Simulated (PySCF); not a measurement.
Coordinates of C₇H₉ClO, SMILES C=C[C@@H]1C[C@@]1(C)C(=O)Cl (Å):

```xyz
18

C      2.1483     1.2139     0.1503
C      1.0998     0.4078    -0.0312
C      0.2316    -0.0705     1.0587
C     -0.5693    -1.3208     0.9522
C     -1.3063    -0.0025     0.9155
C     -1.9256     0.4817    -0.3692
C     -1.9430     0.3478     2.2131
O     -1.6067    -0.0395     3.2848
Cl    -3.3167     1.4868     2.0738
H      2.4237     1.5802     1.1440
H      2.7705     1.5329    -0.6894
H      0.8648     0.0590    -1.0433
H      0.5796     0.1751     2.0667
H     -0.5382    -1.8728     0.0086
H     -0.6795    -1.9283     1.8527
H     -1.8825     1.5772    -0.4487
H     -2.9802     0.1776    -0.4312
H     -1.4014     0.0551    -1.2344
```

Vertical TDDFT excitations, CAM-B3LYP/def2-SVPD, PySCF 2.14.0, at a PBE0-D3(BJ)/def2-SVP geometry (no frequency check), gas phase.

What does its absorption spectrum look like?

The lowest singlet lies at 5.18 eV (239 nm, f = 0.008); the brightest of the first 10 is S2 at 5.95 eV (208 nm), f = 0.316, mainly HOMO → LUMO (84 %). No singlet lies below 3.1 eV (beyond 400 nm), so at this level no vertical transition falls in the visible.


| state | E (eV) | λ (nm) | f | main character |
| --- | --- | --- | --- | --- |
| S1 | 5.18 | 239 | 0.008 | HOMO−1 → LUMO (75 %) |
| S2 | 5.95 | 208 | 0.316 | HOMO → LUMO (84 %) |
| S3 | 6.64 | 187 | 0.054 | HOMO−2 → LUMO (58 %) |
| S4 | 6.97 | 178 | 0.005 | HOMO−3 → LUMO (53 %) |
| S5 | 7.05 | 176 | 0.100 | HOMO−4 → LUMO (36 %) |
| S6 | 7.14 | 174 | 0.144 | HOMO → LUMO+1 (57 %) |
| S7 | 7.21 | 172 | 0.048 | HOMO → LUMO+2 (44 %) |
| S8 | 7.42 | 167 | 0.102 | HOMO → LUMO+3 (62 %) |
| S9 | 7.77 | 160 | 0.012 | HOMO → LUMO+4 (42 %) |
| S10 | 7.82 | 158 | 0.032 | HOMO → LUMO+4 (14 %) |

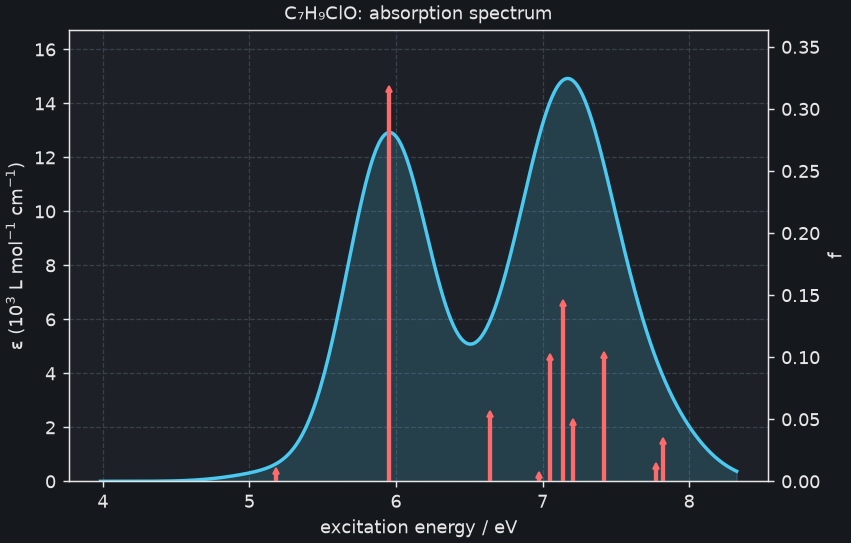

The lowest 10 singlet states are shown; each is broadened by a Gaussian of 1/e half-width 0.40 eV. Sticks give oscillator strengths (right axis).

Caveats: one conformer of a flexible molecule; core orbitals are frozen in the response.
